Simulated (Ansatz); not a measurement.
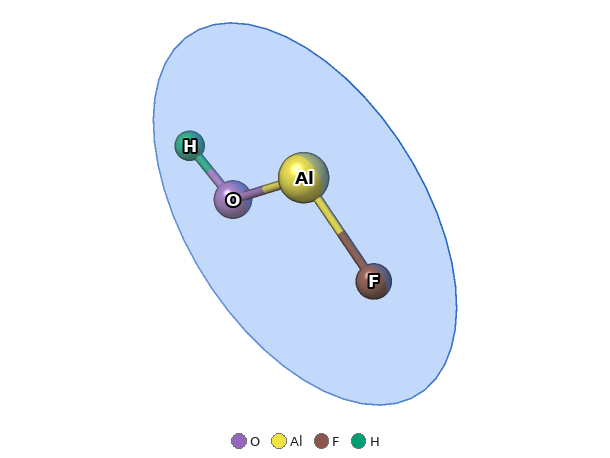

All proper rotation axes (lines) and mirror planes (discs) of the structure are drawn in. Atoms fade into the background with distance from the viewer. The species has charge −1 and is a spin singlet. The geometry was computed by an optimisation with PBE0-D4/def2-TZVPD. No frequency run is at hand to confirm it as a minimum.

Name the symmetry elements and the point group.

Answer. It has 1 mirror plane. Point group Cs. The group has 2 operations. The geometry is achiral, and symmetry allows a dipole moment.
